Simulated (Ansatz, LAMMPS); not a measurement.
# Glassy Na2Si4O9 (90 atoms): geometry optimisation

Aim: bring glassy Na2Si4O9 (90 atoms) to a nearby minimum of the energy and see what moves.

Main program and level: Ansatz 0.2.0; Kohn-Sham DFT, PBE, PAW (set soft_2), plane waves.

**Experiments to compare with.** Na-O nearest neighbour distance in sodium silicate glasses from Zotov and Keppler (1998), who studied sodium tetrasilicate glass by neutron diffraction (as quoted in “Computer modeling of natural silicate melts: what can we learn from ab   initio simulations”, 2009, arxiv:0907.2530): nearest Na–O distance 2.425 Å. Si-Na distance estimated from earlier sodium K-edge XAFS experiments (refs. 26, 27), quoted for comparison with the simulated glass (as quoted in “Structural and electronic properties of the sodium tetrasilicate glass   Na2Si4O9 from classical and ab initio molecular-dynamics   simulations”, 2001, arxiv:cond-mat/0109263): nearest Si–Na distance 3.8 Å; nearest Na–Na distance 3.2 Å.

### Step 1. Set-up

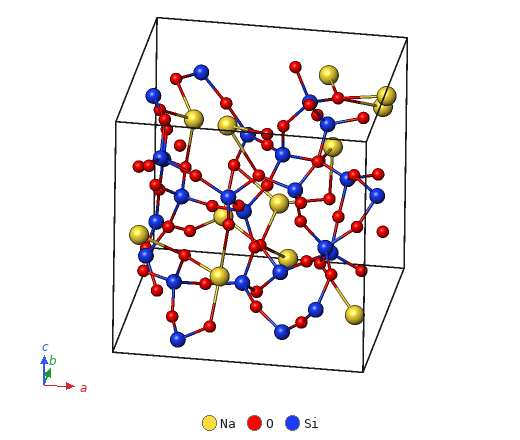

Start, viewed slightly off an axis; sodium yellow, oxygen red, silicon blue. Bonds to atoms that aren't drawn are left out.

The cell holds 90 atoms: 12 Na, 54 O and 24 Si. Cell: a = 10.817 Å, b = 10.817 Å, c = 10.817 Å, α = 90.0°, β = 90.0°, γ = 90.0°. 90 atoms (12 Na, 54 O, 24 Si) placed at random at 2.38 g/cm³, melted at 4500 K for 20 ps at fixed volume with the Morse and Coulomb pair potential with partial charges (Pedone, Malavasi, Menziani, Cormack and Segre, J. Phys. Chem. B 110, 11780 (2006)). Quenched from 4500 K to 300 K at 10 K/ps and fixed volume, held 5 ps.

Limits known from the start: The quench rate of 10 K/ps is orders of magnitude faster than experiment, which tends to freeze in extra defects. The network of bonds at the start is that of the classical potential that made the cell. The Brillouin zone is sampled at Γ only, in a cell whose shortest periodic width is 11 Å.

### Step 2. How the cell was made

A classical potential supplies the starting structure, since it reaches far longer times than DFT.

This step: classical MD, Morse and Coulomb pair potential with partial charges (Pedone, Malavasi, Menziani, Cormack and Segre, J. Phys. Chem. B 110, 11780 (2006)) (LAMMPS 22 Jul 2025 - Update 4).

in.lmp reads:

```
# melt-quench of Na12O54Si24
units metal
atom_style charge
boundary p p p
region box block 0 10.8166 0 10.8166 0 10.8166
create_box 3 box
mass 1 22.9898   # Na
mass 2 15.9990   # O
mass 3 28.0850   # Si
create_atoms 1 random 12 508296 NULL overlap 1.5 maxtry 2000
create_atoms 2 random 54 508303 NULL overlap 1.5 maxtry 2000
create_atoms 3 random 24 508310 NULL overlap 1.5 maxtry 2000
pair_style hybrid/overlay pedone 5.5 coul/long 8.0
pair_coeff * * coul/long
pair_coeff 1 2 pedone 0.023363 1.763867 3.006315 5   # Na-O
pair_coeff 2 2 pedone 0.042395 1.379316 3.618701 22   # O-O
pair_coeff 2 3 pedone 0.340554 2.006700 2.100000 1   # Si-O
set type 1 charge 0.6
set type 2 charge -1.2
set type 3 charge 2.4
kspace_style pppm 1.0e-4
neigh_modify delay 0 every 1 check yes
thermo_style custom step time temp pe press density
thermo_modify norm yes
timestep 0.002
thermo 100
min_style cg
minimize 1e-4 1e-4 200 2000
reset_timestep 0
velocity all create 4500 508297 mom yes dist gaussian
fix lim all nve/limit 0.05
fix lan all langevin 4500 4500 0.2 508298 zero yes
thermo 500
run 1000 post no
# [... 7 lines left out ...]
fix md all nvt temp 4500 300 0.2
run 210000 post no
unfix md
thermo 1250
fix md all nvt temp 300 300 0.2
run 2500 post no
unfix md
write_dump all custom glass.dump id type xs ys zs modify sort id
```

Run with:

```console
lmp -in in.lmp -log none -nocite
```

Numbers of over 12 decimals in the logs are rounded to 6 here.

Log:

```text
LAMMPS (22 Jul 2025 - Update 4)
Created orthogonal box = (0 0 0) to (10.8166 10.8166 10.8166)
Created 12 atoms
Created 54 atoms
Created 24 atoms
PPPM initialization ...
  G vector (1/distance) = 0.38313749
  grid = 12 12 12
  estimated relative force accuracy = 5.4277895e-05
   Step          Time           Temp          PotEng         Press         Density
         0   0              0             -2.5400396      516529.84      2.3800242
        85   0.17           0             -14.779031     -20132.35       2.3800242
Loop time of 0.0554275 s on 1 MPI rank(s) for 85 steps with 90 atoms
Minimization stats:
  Stopping criterion = energy tolerance
  Energy initial, next-to-last, final =
     -2.54003959456061  -14.7776352967327  -14.7790308437102
  Force two-norm initial, final = 289.36302 2.2597319
  Iterations, force evaluations = 85 104
   Step          Time           Temp          PotEng         Press         Density
[... 7 lines left out ...]
      3332   6.664          4824.4626     -14.277745      47583.507      2.3800242
      4998   9.996          4704.4653     -14.247925      59771.52       2.3800242
      6664   13.328         4727.9752     -14.190476      43783.09       2.3800242
      8330   16.66          4347.7627     -14.16691       15740.497      2.3800242
      9996   19.992         4784.2797     -14.187223      38188.53       2.3800242
[... 1 line left out ...]
Loop time of 4.40395 s on 1 MPI rank(s) for 10000 steps with 90 atoms
   Step          Time           Temp          PotEng         Press         Density
[... 12 lines left out ...]
Loop time of 88.7883 s on 1 MPI rank(s) for 210000 steps with 90 atoms
   Step          Time           Temp          PotEng         Press         Density
    221000   442            281.29073     -14.935632      2230.4697      2.3800242
    221250   442.5          323.63098     -14.928918      1412.0865      2.3800242
    222500   445            294.3321      -14.930831     -507.9272       2.3800242
    223500   447            306.1078      -14.93665      -5962.5614      2.3800242
Loop time of 0.973983 s on 1 MPI rank(s) for 2500 steps with 90 atoms
```

The job ended after 95 s (1 thread of Arm Neoverse V1, shared host; peak memory 0.072 GiB).

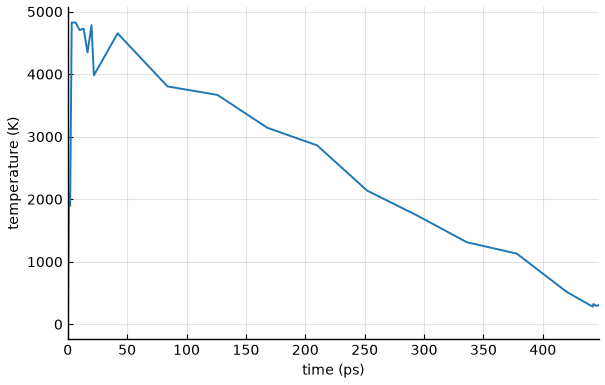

Temperature against time.

### Step 3. Single point at the start

The forces at the start show how far the geometry lies from a minimum of this functional.

input.yaml reads:

```yaml
crystal:
  lattice:
    - [10.8166, 0.0, 0.0]
    - [0.0, 10.8166, 0.0]
    - [0.0, 0.0, 10.8166]
  atoms:
    - { symbol: Na, position: [0.71428, 0.9665, 0.51639] }
    - { symbol: Na, position: [0.96009, 0.74814, 0.85747] }
    - { symbol: Na, position: [0.54762, 0.9326, 0.03201] }
    - { symbol: Na, position: [0.40444, 0.25879, 0.90163] }
    - { symbol: Na, position: [0.40147, 0.1355, 0.30214] }
    - { symbol: Na, position: [0.30534, 0.81617, 0.24738] }
    - { symbol: Na, position: [0.91092, 0.97125, 0.7048] }
    - { symbol: Na, position: [0.51454, 0.89615, 0.28558] }
    - { symbol: Na, position: [0.07332, 0.16134, 0.44242] }
    - { symbol: Na, position: [0.68969, 0.99368, 0.81352] }
    - { symbol: Na, position: [0.91436, 0.31707, 0.09799] }
    - { symbol: Na, position: [0.1984, 0.71212, 0.70591] }
    - { symbol: O, position: [0.43772, 0.11444, 0.54001] }
    - { symbol: O, position: [0.91226, 0.35243, 0.46382] }
    - { symbol: O, position: [0.24444, 0.2368, 0.33484] }
    - { symbol: O, position: [0.72492, 0.11225, 0.66041] }
    - { symbol: O, position: [0.08466, 0.56867, 0.80173] }
    - { symbol: O, position: [0.55971, 0.68808, 0.71888] }
    - { symbol: O, position: [0.76253, 0.3802, 0.28053] }
    - { symbol: O, position: [0.69797, 0.28314, 0.50093] }
    - { symbol: O, position: [0.52537, 0.28268, 0.1157] }
    - { symbol: O, position: [0.1143, 0.12576, 0.76161] }
    - { symbol: O, position: [0.09926, 0.87572, 0.79852] }
    - { symbol: O, position: [0.03889, 0.87255, 0.31486] }
    - { symbol: O, position: [0.58371, 0.12966, 0.93906] }
    - { symbol: O, position: [0.7169, 0.54686, 0.84427] }
    - { symbol: O, position: [0.30332, 0.54607, 0.41413] }
    - { symbol: O, position: [0.67266, 0.60849, 0.17813] }
    - { symbol: O, position: [0.53135, 0.26508, 0.69314] }
    - { symbol: O, position: [0.51193, 0.60305, 0.49576] }
    - { symbol: O, position: [0.76011, 0.79155, 0.81057] }
    - { symbol: O, position: [0.27896, 0.26892, 0.66855] }
    - { symbol: O, position: [0.72894, 0.14481, 0.12759] }
    - { symbol: O, position: [0.28572, 0.96953, 0.6664] }
    - { symbol: O, position: [0.86581, 0.55232, 0.59395] }
    - { symbol: O, position: [0.46724, 0.73541, 0.17274] }
    - { symbol: O, position: [0.32353, 0.95048, 0.41053] }
    - { symbol: O, position: [0.75452, 0.33611, 0.74073] }
    - { symbol: O, position: [0.11792, 0.61684, 0.27582] }
    - { symbol: O, position: [0.59921, 0.72052, 0.96377] }
    - { symbol: O, position: [0.06522, 0.33658, 0.20692] }
    - { symbol: O, position: [0.05079, 0.96755, 0.53473] }
    - { symbol: O, position: [0.38274, 0.02366, 0.13432] }
    - { symbol: O, position: [0.47096, 0.85236, 0.55617] }
    - { symbol: O, position: [0.25527, 0.01333, 0.9126] }
    - { symbol: O, position: [0.48881, 0.52222, 0.06891] }
    - { symbol: O, position: [0.43675, 0.36858, 0.50708] }
    - { symbol: O, position: [0.16283, 0.74312, 0.48069] }
    - { symbol: O, position: [0.71692, 0.34155, 0.98134] }
    - { symbol: O, position: [0.9013, 0.55047, 0.1833] }
    - { symbol: O, position: [0.91876, 0.43447, 0.90046] }
    - { symbol: O, position: [0.00909, 0.74895, 0.11363] }
    - { symbol: O, position: [0.79697, 0.60924, 0.3819] }
    - { symbol: O, position: [0.20834, 0.17411, 0.09455] }
    - { symbol: O, position: [0.70484, 0.96019, 0.29254] }
    - { symbol: O, position: [0.3067, 0.37861, 0.15258] }
    - { symbol: O, position: [0.48985, 0.45198, 0.29376] }
    - { symbol: O, position: [0.84239, 0.1584, 0.33911] }
    - { symbol: O, position: [0.15397, 0.93419, 0.11762] }
    - { symbol: O, position: [0.14074, 0.34385, 0.86623] }
    - { symbol: O, position: [0.03975, 0.34313, 0.65378] }
    - { symbol: O, position: [0.07935, 0.52061, 0.49733] }
    - { symbol: O, position: [0.09051, 0.52599, 0.03824] }
    - { symbol: O, position: [0.91493, 0.98952, 0.15571] }
    - { symbol: O, position: [0.69683, 0.74415, 0.55317] }
    - { symbol: O, position: [0.92716, 0.77269, 0.50361] }
    - { symbol: Si, position: [0.25503, 0.02946, 0.06349] }
    - { symbol: Si, position: [0.03313, 0.597, 0.15153] }
    - { symbol: Si, position: [0.55284, 0.72313, 0.57849] }
    - { symbol: Si, position: [0.19629, 0.28465, 0.19377] }
    - { symbol: Si, position: [0.05682, 0.85157, 0.4579] }
    - { symbol: Si, position: [0.17081, 0.60554, 0.41713] }
    - { symbol: Si, position: [0.07286, 0.47481, 0.90389] }
    - { symbol: Si, position: [0.77914, 0.538, 0.25649] }
    - { symbol: Si, position: [0.18123, 0.99096, 0.78203] }
    - { symbol: Si, position: [0.67947, 0.25112, 0.64852] }
    - { symbol: Si, position: [0.7792, 0.41532, 0.86901] }
    - { symbol: Si, position: [0.43791, 0.49216, 0.42722] }
    - { symbol: Si, position: [0.56034, 0.65934, 0.09834] }
    - { symbol: Si, position: [0.44887, 0.41058, 0.15435] }
    - { symbol: Si, position: [0.97674, 0.4419, 0.56375] }
    - { symbol: Si, position: [0.79932, 0.05722, 0.22808] }
    - { symbol: Si, position: [0.82026, 0.67849, 0.51611] }
    - { symbol: Si, position: [0.02655, 0.88601, 0.16771] }
    - { symbol: Si, position: [0.13785, 0.27129, 0.73184] }
    - { symbol: Si, position: [0.41346, 0.24984, 0.59536] }
    - { symbol: Si, position: [0.37431, 0.96781, 0.53912] }
    - { symbol: Si, position: [0.63958, 0.22328, 0.04227] }
    - { symbol: Si, position: [0.79658, 0.28791, 0.39307] }
    - { symbol: Si, position: [0.66398, 0.68957, 0.83065] }
kpoints:
  mp_grid: { grid: [1, 1, 1] }
hamiltonian:
  xc: pbe
scf:
  occupations: { method: fixed }
output:
  forces: true
  stress: true
  populations: true
  dos:
    method: { smearing: { sigma: 0.08 } }
    de: 0.1
    projected: { site_lists: { Na: [Na], O: [O], Si: [Si] } }
  eigenvalues: true
```

Run with:

```console
ansatz run input.yaml --threads 4 --pin off --max-ram 8192MiB --backend cpu --events-out ev --progress --plain --runs-dir out
```

Log:

```text
Engine: ansatz 0.2.0, aarch64-unknown-linux-gnu
Pseudopotentials: kind: paw
Pseudopotential: Na, paw, valence charge 9, recommended cutoff 420 eV (normal), Na.paw.azcp
Pseudopotential: O, paw, valence charge 6, recommended cutoff 420 eV (normal), O.paw.azcp
Pseudopotential: Si, paw, valence charge 4, recommended cutoff 420 eV (normal), Si.paw.azcp
[... 5 lines on functional and potentials left out ...]
Crystal: 90 atoms, lattice volume = 1265.530 Å³
Basis set: ecut = 420 eV, 24837 PW (Γ), exchange–correlation on 150×150×150 points (8 copies of the dense FFT grid, shifted against one another)
Bands: 354, of which v1, the nominal top of the filled ones, is band 264 counted from 1 (263 counted from 0)
Symmetry: 1 space group operations
Space group: P1 (ITA 1), of the structure as read, at distance tolerance 1.1e-4 Å
k-points: 1
[... 7 lines on functional and potentials left out ...]
Initial density: superposition of atomic densities (neutral atoms: chi_scale 0, normalization atom), corrected by the library's trained network
Initial wavefunctions: pseudopotential atomic-orbital guess
Functional: x = pbe(κ = 0.804, μ = 0.219515), c = pbe(β = 0.066725)
SCF iter   1: F=—  HF=-63824.555041 eV  |F-HF|=—  |Δ(HF+E_count)|=         —  Δρ=3.08e-3  dr2=2.42e-1  ethr=1.77e-3  ⟨swp⟩=4.0  Hψ=1358  notcnv=0  defer=87
preconditioner: auto → Resta (q_TF=auto, 2.358 Å⁻¹)  ε∞=2.7  [insulator: Δε(μ)=2.425 eV  Ē_g=17.906 eV  n_scr=256 (ndim 8)  ℏωp=23.4 eV  f_vac=0.193  ε∞_Penn≈2.7]
SCF iter   2: F=—  HF=-63824.495999 eV  |F-HF|=—  |Δ(HF+E_count)|=   5.90e-2  Δρ=1.76e-3  dr2=5.45e-2  ethr=4.59e-5  ⟨swp⟩=2.0  Hψ=574  notcnv=0  defer=88
SCF iter   3: F=—  HF=-63824.485615 eV  |F-HF|=—  |Δ(HF+E_count)|=   1.04e-2  Δρ=6.89e-4  dr2=1.75e-2  ethr=1.03e-5  ⟨swp⟩=2.0  Hψ=437  notcnv=0  defer=88
SCF iter   4: F=—  HF=-63824.481383 eV  |F-HF|=—  |Δ(HF+E_count)|=   4.23e-3  Δρ=3.43e-4  dr2=1.55e-3  ethr=3.31e-6  ⟨swp⟩=2.0  Hψ=496  notcnv=0  defer=88
SCF iter   5: F=—  HF=-63824.481377 eV  |F-HF|=—  |Δ(HF+E_count)|=   6.46e-6  Δρ=1.92e-4  dr2=4.07e-4  ethr=2.94e-7  ⟨swp⟩=2.0  Hψ=590  notcnv=0  defer=88
SCF iter   6: F=—  HF=-63824.481380 eV  |F-HF|=—  |Δ(HF+E_count)|=   3.78e-6  Δρ=4.60e-5  dr2=2.25e-5  ethr=7.70e-8  ⟨swp⟩=2.0  Hψ=451  notcnv=0  defer=84
SCF iter   7: F=—  HF=-63824.479081 eV  |F-HF|=—  |Δ(HF+E_count)|=   2.30e-3  Δρ=2.41e-5  dr2=6.17e-6  ethr=4.27e-9  ⟨swp⟩=2.0  Hψ=533  notcnv=0  defer=83
SCF iter   8: F=—  HF=-63824.479083 eV  |F-HF|=—  |Δ(HF+E_count)|=   2.00e-6  Δρ=6.29e-6  dr2=4.90e-7  ethr=1.17e-9  ⟨swp⟩=2.0  Hψ=451  notcnv=0  defer=83
SCF iter   9: F=-63824.479083 eV  HF=-63824.479083 eV  |F-HF|=1.81e-8  |Δ(HF+E_count)|=   3.93e-7  Δρ=2.78e-6  dr2=9.53e-8  ethr=1.89e-11  ⟨swp⟩=18.0  Hψ=2123  notcnv=0
SCF 1 converged in 9 iterations: F = -63824.479083 eV  dr2 = 9.53e-8
  greatest PAW one-centre occupation: 0.999 electrons in one spin orbital (limit 2), on the Na atom at site 4 (counted from 0), in its partial waves of l = 0
SCF converged after 9 iterations
Free energy (F): -63824.479083 eV
Harris-Foulkes:  -63824.479083 eV  (|F-HF|=1.81e-8)
Internal energy: -63824.479083 eV  (E = F + TS)
E sigma→0 (E₀):  -63824.479083 eV
Fermi energy:    4.774927 eV
--- Per-component energies (eV) ---
  E_band       = -4404.926405
  E_kinetic    = 12194.530061
  E_local      = -45888.644121  (includes V_loc(G=0)·N_el)
  E_nonlocal   = 4563.435383
  E_hartree    = 17068.697240
  E_xc         = -5832.518128
  E_vxc        = -6881.767097  (∫ρ·V_xc dr)
  E_paw        = -24057.171734  (= ΣΔE_a)
  E_vpaw       = -2530.008819  (= ΣTr[D̂ρ^β])
  E_aug_tail   = 0.138106  (compensation charges beyond the density's cutoff)
  E_ewald      = -21872.945891
  E_smearing   = -0.000000  (= −TS)
  E_closure    = 0.000000  (closes the sum)
  Σ components = -63824.479083   (vs F -63824.479083, Δ=0.00e0)
--- Forces (eV/Å), atoms counted from 1 ---
  atom   1  Na    -0.00594353     0.24035559    -0.82211906
  atom   2  Na     0.05572671    -0.72241297     0.31250771
  atom   3  Na    -0.48835421     0.34972149     0.03980277
  atom   4  Na    -0.02891374    -0.38662101    -0.00816145
  atom   5  Na     0.26349893    -0.12904190     0.18441670
  atom   6  Na    -1.00138369     0.15269730    -0.00192138
  atom   7  Na     0.79440704     0.17214352    -0.47707306
  atom   8  Na     0.24491859     0.21779974     0.37090793
  atom   9  Na     0.38155048     0.07233523    -0.51815883
  atom  10  Na    -0.69688473     0.32216542     0.50892426
  atom  11  Na    -0.58862110    -0.15126828    -0.19231054
  atom  12  Na    -0.15983754     0.02637736     0.07284018
  atom  13  O     -0.13827375    -1.61608018    -0.55089778
  atom  14  O      0.75969189    -0.64541820    -0.17173247
[...]
atom  89  Si     1.26541609     1.89543553     0.40627291
  atom  90  Si    -0.71601620    -2.66601372     0.52988028
  max |Σ_I F_I| component: 7.59e-5 eV/Å
--- Stress (GPa, compression-positive) ---
        7.047057       1.906388       0.564402
        1.906386       1.843329      -0.995011
        0.564398      -0.995008       5.817195
  P = ⅓ Tr σ = 4.9025 GPa (49.025 kbar)
--- Band table (eV) ---
  k-point 0: bands = ["-47.7958", "-47.5296", "-47.4203", "-47.2822", [... 338 levels ...], "13.1187", "13.1931", "13.2251", "13.3355", "13.3562", "13.4198", "13.4504", "13.4922", "13.5824", "13.5892", "13.6366", "13.6962"]
--- Löwdin populations: 90 sites ---
  site symbol       q [e]
     0     Na      8.1918
     1     Na      8.1949
     2     Na      8.1883
[...]
89     Si      2.2827
  spilling = 0.010914 (of n_electrons = 528.000000)
```

The job ended after 18 s (4 threads of Arm Neoverse V1, shared host; peak memory 1.5 GiB; 69 s of CPU time).

Reading the cycles: dr2 is the Hartree energy of the density residual (eV), the measure of convergence; HF is the Harris–Foulkes estimate of the energy, which meets the free energy F at convergence.

Numbers from this run:

```
free energy                                      : -63824.4791 eV
free energy per atom                             : -709.1609 eV/atom
SCF cycles                                       : 9
pressure                                         : 4.903 GPa
r.m.s. force component                           : 1.286 eV/Å
longest force                                    : 5.556 eV/Å
Fermi energy                                     : 4.775 eV
gap (highest filled to lowest empty level) : 1.75 eV
spilling of the projection                       : 0.01091
```

The r.m.s. force component of 1.3 eV/Å and the pressure of 4.9 GPa set the starting point.

Length of the force by element:

```csv
element,coordination,atoms,mean length of the force (eV/Å),spread,least,most
Na,all,12,0.651,0.252,0.178,1.01
O,all,54,1.76,0.876,0.346,4.22
Si,all,24,2.91,1.07,1.22,5.56
```

(Continued in part 2 of 3.)

[Logs are printed without paths, hosts, clocks, repeated set-up lines and the standing remarks that a program may print on its own settings, such as how far it seeks lower states.]

[Hosts, paths, dates, database ids (printed as entryN), source tags and the programs' standing remarks are cut or masked in the printed files.]
